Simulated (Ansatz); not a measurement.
# FH₃O₂SSi: how energies converge with the basis set

Aim: see how fast density functionals converge with the basis set for FH₃O₂SSi.

Method: one geometry, several basis sets; program: Ansatz 0.2.0, Gaussian basis.

The runs, in order: PBE0-D4/def2-SVP; ωB97M-V/def2-SVP; PBE0-D4/def2-QZVPP; ωB97M-V/def2-QZVPP; the functionals' def2-TZVPP values are taken from earlier runs.

**1. The geometry**

An earlier PBE0-D4 in a triple-zeta def2 set relaxation fixed the geometry.

8 atoms, charge 0, spin multiplicity 1.

Atoms are counted from 1 here; the program's logs count them from 0.

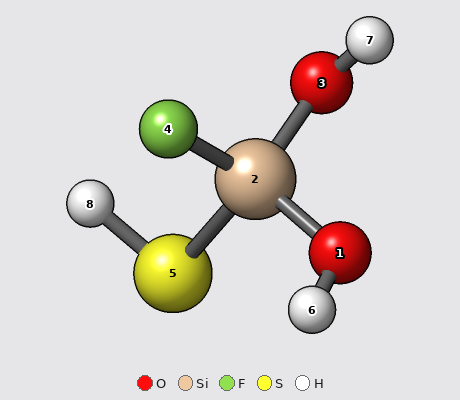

The structure; oxygen red, silicon light orange, fluorine green, sulfur yellow, hydrogen white; atoms are numbered from 1 in the order of the file.

Coordinates:

```
O     0.1705    1.6175    0.2214
Si    0.0367    0.0294   -0.0958
O     1.5237   -0.5862   -0.2669
F    -0.7818   -0.1766   -1.4474
S    -1.0038   -0.9506    1.4550
H    -0.6327    2.1383    0.2720
H     2.1288   -0.1428   -0.8648
H    -1.3489   -1.9860    0.6707
```

**2. PBE0-D4 in def2-SVP**

Input file in.yaml:

```yaml
crystal:
  periodic: [false, false, false]
  atoms:
    - {symbol: O, position_ang: [0.170461, 1.617513, 0.221427]}
    - {symbol: Si, position_ang: [0.036673, 0.029372, -0.095763]}
    - {symbol: O, position_ang: [1.523667, -0.586193, -0.266918]}
    - {symbol: F, position_ang: [-0.781830, -0.176642, -1.447417]}
    - {symbol: S, position_ang: [-1.003761, -0.950635, 1.454979]}
    - {symbol: H, position_ang: [-0.632742, 2.138324, 0.272006]}
    - {symbol: H, position_ang: [2.128762, -0.142802, -0.864803]}
    - {symbol: H, position_ang: [-1.348930, -1.986037, 0.670689]}
basis:
  gaussian: {orbitals: def2-SVP}
hamiltonian: {xc: pbe0, dispersion: d4}
output: {orbitals: {seedname: orbitals}}
```

Run with:

```bash
> ansatz run in.yaml --threads 4 --pin off --events-out ev --progress --plain --max-ram 10444MiB
```

What it wrote:

```text
Functional definition: PBE0
  name "PBE0"
  cite "Adamo & Barone, J. Chem. Phys. 110, 6158 (1999) doi:10.1063/1.478522"
  cite "Perdew, Burke & Ernzerhof, Phys. Rev. Lett. 77, 3865 (1996) doi:10.1103/PhysRevLett.77.3865"
  parent pbe
  parameter a = 0.25
  parameter kappa = 0.804
  parameter beta = 0.06672455060314922
  exchange = (1 - a)*pbe_x(kappa = kappa, mu = beta*pi^2/3) + a*exact_x
  correlation = pbe_c(beta = beta)
866 factors; integrals over basis functions are off by at most 9.2e-4 eV
mean field evaluation 1: about -25545.2859 eV, gradient 6.6e1 eV
mean field evaluation 2: about -25538.1051 eV, gradient 9.2e1 eV
mean field evaluation 4: about -25552.5410 eV, gradient 2.6e0 eV
mean field evaluation 8: about -25552.6353 eV, gradient 1.6e-1 eV
mean field evaluation 16: about -25552.6354 eV, gradient 4.8e-5 eV
mean field -25552.63539012 eV, -939.0420303885 hartree, gradient 4.7e-5 eV, S^2 0.000000; 0 other end points of the search recorded, 0 dependent functions left out
reference -25552.63541142 eV, -939.0420311712 hartree; 29, 29 occupied and 64, 64 virtual orbitals, 866 factors
Total energy: -25552.80109400 eV, -939.0481198938 hartree
```

It took 0.8 s on 4 threads of Arm Neoverse V2, shared host.

**3. ωB97M-V in def2-SVP**

Edit in.yaml of step 2 so:

```diff
@@ -13,3 +13,3 @@
   gaussian: {orbitals: def2-SVP}
-hamiltonian: {xc: pbe0, dispersion: d4}
+hamiltonian: {xc: {name: wB97M-V}}
 output: {orbitals: {seedname: orbitals}}
```

Launched as before.

What it wrote, shortened:

```text
Functional definition: wB97M-V
  name "wB97M-V"
  cite "Mardirossian & Head-Gordon, J. Chem. Phys. 144, 214110 (2016) doi:10.1063/1.4952647"
  cite "Becke, J. Chem. Phys. 107, 8554 (1997) doi:10.1063/1.475007"
  cite "Vydrov & Van Voorhis, J. Chem. Phys. 133, 244103 (2010) doi:10.1063/1.3521275"
  # Of w^i u^j: cxij and so on, Table III.
[...]
  gx(w, u) = 1 - cx + cx01*u + cx10*w
  gss(w, u) = css00 + css04*u^4 + css10*w + css20*w^2 + css43*w^4*u^3
  gos(w, u) = cos00 + cos10*w + (cos20 + cos21*u)*w^2 + (cos60 + cos61*u)*w^6
[...]
      + integral(e_c_pw_mod_opposite_spin*gos(b97_w_opposite, b97_u_opposite)) + vv10(b, c)
866 factors; integrals over basis functions are off by at most 9.2e-4 eV
249 factors; integrals over basis functions are off by at most 8.6e-6 eV
[...]
mean field -25563.77574362 eV, -939.4514308286 hartree, gradient 2.7e-5 eV, S^2 0.000000; 0 other end points of the search recorded, 0 dependent functions left out
reference -25563.77577820 eV, -939.4514320993 hartree; 29, 29 occupied and 64, 64 virtual orbitals, 866 factors
Total energy: -25563.77577820 eV, -939.4514320993 hartree
```

It took 3.5 s on 4 threads of Arm Neoverse V2, shared host.

**4. PBE0-D4 in def2-QZVPP**

Edit in.yaml of step 3 so:

```diff
@@ -12,4 +12,4 @@
 basis:
-  gaussian: {orbitals: def2-SVP}
-hamiltonian: {xc: {name: wB97M-V}}
+  gaussian: {orbitals: "def2-QZVPP.json"}
+hamiltonian: {xc: pbe0, dispersion: d4}
 output: {orbitals: {seedname: orbitals}}
```

The command is unchanged.

What it wrote:

```text
Functional definition: PBE0
  name "PBE0"
  cite "Adamo & Barone, J. Chem. Phys. 110, 6158 (1999) doi:10.1063/1.478522"
  cite "Perdew, Burke & Ernzerhof, Phys. Rev. Lett. 77, 3865 (1996) doi:10.1103/PhysRevLett.77.3865"
  parent pbe
  parameter a = 0.25
  parameter kappa = 0.804
  parameter beta = 0.06672455060314922
  exchange = (1 - a)*pbe_x(kappa = kappa, mu = beta*pi^2/3) + a*exact_x
  correlation = pbe_c(beta = beta)
1486 factors; their error is unknown
mean field evaluation 1: about -25560.4397 eV, gradient 7.7e1 eV
mean field evaluation 2: about -25548.3806 eV, gradient 1.1e2 eV
mean field evaluation 4: about -25569.3220 eV, gradient 4.6e0 eV
mean field evaluation 8: about -25569.3478 eV, gradient 4.9e-2 eV
mean field evaluation 16: about -25569.3689 eV, gradient 1.2e-4 eV
mean field -25569.36885793 eV, -939.6569739882 hartree, gradient 4.3e-5 eV, S^2 0.000000; 0 other end points of the search recorded, 0 dependent functions left out
reference -25569.36889006 eV, -939.6569751691 hartree; 29, 29 occupied and 372, 372 virtual orbitals, 1486 factors
Total energy: -25569.53457264 eV, -939.6630638916 hartree
```

Wall time 5.5 s (4 threads of Arm Neoverse V2, shared host); peak memory 1.3 GiB.

**5. ωB97M-V in def2-QZVPP**

Edit in.yaml of step 4 so:

```diff
@@ -13,3 +13,3 @@
   gaussian: {orbitals: "def2-QZVPP.json"}
-hamiltonian: {xc: pbe0, dispersion: d4}
+hamiltonian: {xc: {name: wB97M-V}}
 output: {orbitals: {seedname: orbitals}}
```

Same command.

What it wrote, shortened:

```text
Functional definition: wB97M-V
  name "wB97M-V"
  cite "Mardirossian & Head-Gordon, J. Chem. Phys. 144, 214110 (2016) doi:10.1063/1.4952647"
  cite "Becke, J. Chem. Phys. 107, 8554 (1997) doi:10.1063/1.475007"
  cite "Vydrov & Van Voorhis, J. Chem. Phys. 133, 244103 (2010) doi:10.1063/1.3521275"
  # Of w^i u^j: cxij and so on, Table III.
[...]
  gx(w, u) = 1 - cx + cx01*u + cx10*w
  gss(w, u) = css00 + css04*u^4 + css10*w + css20*w^2 + css43*w^4*u^3
  gos(w, u) = cos00 + cos10*w + (cos20 + cos21*u)*w^2 + (cos60 + cos61*u)*w^6
[...]
      + integral(e_c_pw_mod_opposite_spin*gos(b97_w_opposite, b97_u_opposite)) + vv10(b, c)
1438 factors; their error is unknown
301 factors; integrals over basis functions are off by at most 1.3e-5 eV
[...]
mean field -25580.57971965 eV, -940.0689655576 hartree, gradient 7.0e-5 eV, S^2 0.000000; 0 other end points of the search recorded, 0 dependent functions left out
reference -25580.57977089 eV, -940.0689674405 hartree; 29, 29 occupied and 372, 372 virtual orbitals, 1438 factors
Total energy: -25580.57977089 eV, -940.0689674405 hartree
```

Run time: 13 s. Hardware: 4 threads of Arm Neoverse V2, shared host; peak memory 1.6 GiB.

**6. Density functionals: the series**

The def2-TZVPP values come from earlier runs at the same geometry.

```
functional       basis  functions  energy (eV)  from the largest (eV)  HOMO (eV)  LUMO (eV)
   PBE0-D4    def2-SVP         93  -25552.8011                 16.733      -7.69       0.76
   PBE0-D4  def2-TZVPP        219  -25568.5219                  1.013      -7.87       0.25
   PBE0-D4  def2-QZVPP        401  -25569.5346                  0.000      -7.91      -0.08
   ωB97M-V    def2-SVP         93  -25563.7758                 16.804      -9.87       2.57
   ωB97M-V  def2-TZVPP        219  -25579.6229                  0.957     -10.09       1.83
   ωB97M-V  def2-QZVPP        401  -25580.5798                  0.000     -10.14       1.25
```

**7. Summary of results**

| quantity | value |
| --- | --- |
| PBE0-D4: double and triple zeta above quadruple | 16.73, 1.01 eV |
| ωB97M-V: double and triple zeta above quadruple | 16.80, 0.96 eV |

In words: For PBE0-D4 the step from double to triple zeta gains 15.72 eV and the next only 1.01 eV. Total energies overstate the basis error of differences, where much of it tends to cancel. The LUMO of ωB97M-V is positive and keeps falling with the basis (2.57 to 1.25 eV): an unbound level that the basis holds in place.

For PBE0-D4 the largest set took about 7 times as long as the smallest (5.5 s against 0.8 s).
